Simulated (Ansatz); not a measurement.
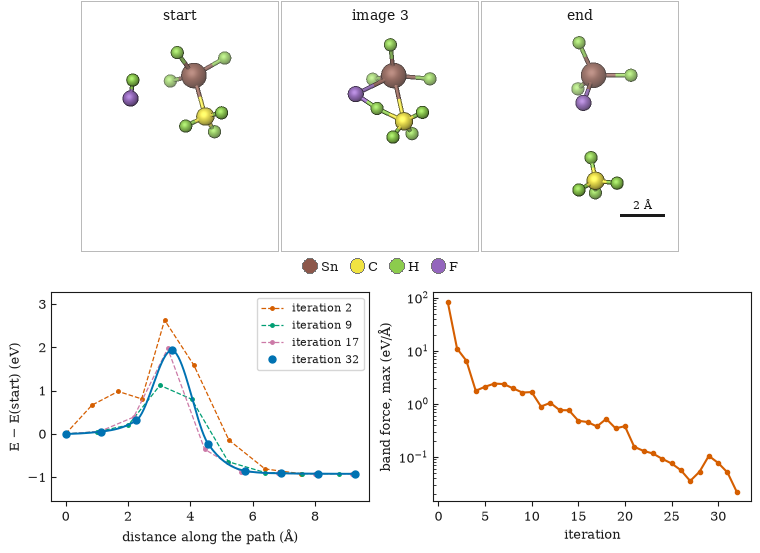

A nudged-elastic-band calculation for CH$_{7}$FSn, made up at the start of CH6Sn and HF. Images are numbered from 0 (start) to 8 (end). The plot follows the band through its iterations. A ball-and-stick model, seen at a tilt.

Theory: RHF/def2-SVP in Ansatz 0.2.0. Set-up: 7 movable images; climbing image; force threshold 0.03 eV/Å; iteration limit 60; starting path through a guess of the saddle point.

Judge this run.

Answer. The result is final at these settings. The band converged in 32 iterations. The largest component of the band force went from 83 to 0.022 eV/Å. The climbing image converged on the top of the path. Its vibrational analysis gives one imaginary mode (1679i cm⁻¹), as a transition state must have. The first iteration put the highest image at 9.96 eV. The highest point, image 3, lies 1.93 eV above the start and 2.85 eV above the end; the end is at −0.92 eV relative to the start.

Limits of the set-up: the start holds two separate molecules, 2.5 Å apart at their closest, whose relative position is a soft coordinate and is computed without a dispersion correction; Hartree-Fock leaves out electron correlation.
